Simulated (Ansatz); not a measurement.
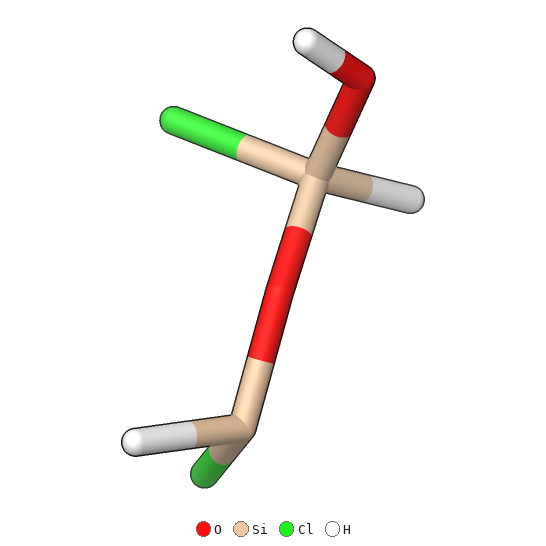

State: neutral, doublet. The computed structure is the end point of a PBE0-D4/def2-TZVP optimisation. No frequency run is at hand to confirm it as a minimum. Program: Ansatz 0.2.0.

Compare dipole (D), HOMO energy (eV) at these levels: B3LYP-D4/def2-TZVPP; PBE-D4/def2-TZVPP; r2SCAN-D4/def2-TZVPP; ωB97M-V/def2-TZVPP.

```
               level  dipole (D)  HOMO energy (eV)
 B3LYP-D4/def2-TZVPP        1.79             −6.20
   PBE-D4/def2-TZVPP        1.73             −5.26
r2SCAN-D4/def2-TZVPP        1.82             −5.65
  ωB97M-V/def2-TZVPP        1.83             −8.25
```
